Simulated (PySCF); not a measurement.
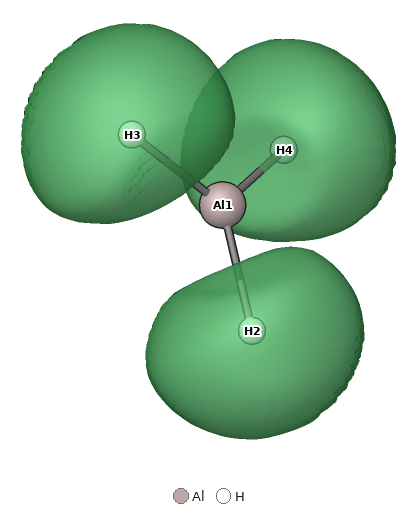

Figure. AlH3 (aluminum trihydride). Isosurface of the ELF at 0.9 (green), seen at an oblique angle. Only the valence region is drawn (cores and ρ < 0.01 e/Å³ removed).

Geometry: PBE0-D3(BJ)/def2-SVP.

Computed with CAM-B3LYP/def2-SVPD, SCF density, gas phase in PySCF 2.14.0.

What do the ELF domains correspond to?

The surface consists of three regions around hydrogen nuclei.

Values along the shortest contacts:
Al–H (1.59 Å): the ELF climbs to about 1 towards the hydrogen.
